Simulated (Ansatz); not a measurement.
A computed series for PbS: pressure series

The parent structure is PbS in the rock salt structure (space group Fm-3m, No. 225; a = 6.0090 Å).

Cell and atoms are relaxed at each pressure.

Calculations: PBE (Ansatz, an electronic-structure program), without spin-orbit coupling, earlier PAW set.

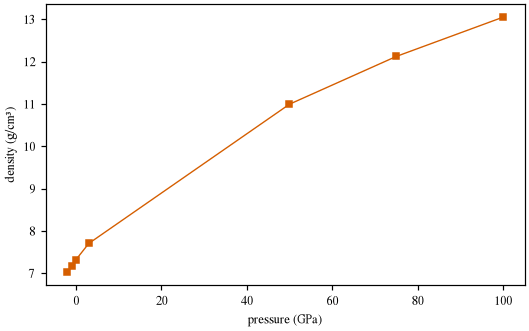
Figure. Density against pressure

| pressure (GPa) | density |
|---|---|
| -2 | 7.03 g/cm³ |
| -1 | 7.18 g/cm³ |
| 3 | 7.71 g/cm³ |
| 50 | 10.99 g/cm³ |
| 75 | 12.12 g/cm³ |
| 100 | 13.05 g/cm³ |

A case with no gap was solved on a k-mesh chosen for an insulator, which is coarse for it. Load acts through the strain it causes; cell and atoms are relaxed under it. Whether these cells are dynamically stable was not tested. Competing high-pressure phases were not computed. All final runs are without spin polarisation.
